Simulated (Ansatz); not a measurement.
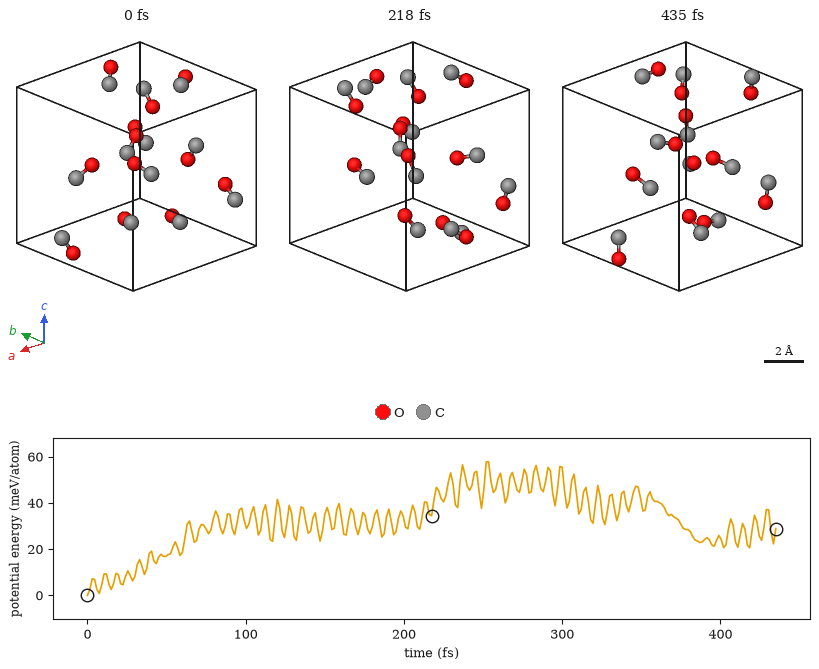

Molecular dynamics of a periodic cell with 12 CO at 0.802 g/cm³, 435 fs long. Frames and the history of the run. A ball-and-stick model of the simulation cell, seen from a free direction. Atoms that leave the cell re-enter on the other side.

The calculation used DFT PBE, scalar-relativistic, plane waves, PAW in Ansatz. Run with plane-wave cutoff 420 eV; k-point mesh 1 × 1 × 1; Fermi-Dirac smearing 0.05 eV; low-accuracy preset; Langevin thermostat (NVT); set temperature 500 K; time step 1.5 fs; friction 0.02 per fs.

Input
```yaml
accuracy: low
crystal:
  lattice:
    - [8.862095, 0.0, 0.0]
    - [0.0, 8.862095, 0.0]
    - [0.0, 0.0, 8.862095]
  atoms:
    - { symbol: O, position: [0.20500721, 0.383226, 0.02062931] }
    - { symbol: C, position: [0.16400699, 0.46472281, -0.06928151] }
    - { symbol: O, position: [0.41360004, 0.14115906, 0.62598974] }
    - { symbol: C, position: [0.30258698, 0.18844854, 0.66910821] }
    - { symbol: O, position: [0.73433206, 0.25585722, 0.890712] }
    - { symbol: C, position: [0.75063963, 0.14587157, 0.82704776] }
    - { symbol: O, position: [0.82958762, 0.68619776, 0.97961331] }
    - { symbol: C, position: [0.81267875, 0.79978858, 1.03656464] }
    - { symbol: O, position: [0.68344113, -0.00917662, 0.3884045] }
    - { symbol: C, position: [0.58712408, 0.02502816, 0.31112249] }
    - { symbol: O, position: [0.46433234, 0.53143605, 0.67355098] }
    - { symbol: C, position: [0.49489771, 0.57691836, 0.5577048] }
    - { symbol: O, position: [0.07324434, 0.18125118, 0.35642021] }
    - { symbol: C, position: [0.01146734, 0.16187825, 0.2457951] }
    - { symbol: O, position: [0.67646164, 0.40537592, 0.24119192] }
    - { symbol: C, position: [0.57958542, 0.45458643, 0.17332804] }
    - { symbol: O, position: [0.41205031, 0.80549558, 0.01259948] }
    - { symbol: C, position: [0.39372022, 0.83671891, -0.11027501] }
    - { symbol: O, position: [0.86072545, 0.49164263, 0.61183898] }
    - { symbol: C, position: [0.97501325, 0.50688917, 0.55594316] }
    - { symbol: O, position: [0.99930733, 0.8833419, 0.61665072] }
    - { symbol: C, position: [1.03894656, 0.91758199, 0.73360539] }
    - { symbol: O, position: [0.24021274, 0.78367152, 0.35306733] }
    - { symbol: C, position: [0.15087326, 0.73401313, 0.27584788] }
basis:
  ecutwfc: 420.0
kpoints:
  mp_grid: { grid: [1, 1, 1] }
hamiltonian:
  xc: pbe
scf:
  occupations: { method: fermi_dirac, width: 0.05 }
  lower_state_search: "off"
md:
  timestep: 1.5
  n_steps: 290
  ensemble: nvt_langevin
  temperature: 500.0
  initial_velocities: maxwell_boltzmann
  seed: 775788
  friction: 0.02
```

Launched with:
```bash
ansatz run input.yaml --threads 1 --pin off --max-ram 3072MiB --backend cpu --events-out ev --progress --plain --runs-dir out
```

Q: Describe the run.

A: Over the second half the temperature averages 518 K (spread ±85 K). The potential energy is still drifting at the end, so the run hasn't reached equilibrium. The potential energy in the second half lies on average 39.2 meV per atom above the first frame. In the second half of the run the atoms are, in the root-mean-square, this far from where they began (common drift taken out): C 1.12 Å, O 1.09 Å. The molecules turn and drift from their places.

Limits of the set-up: the program's low-accuracy preset was used.
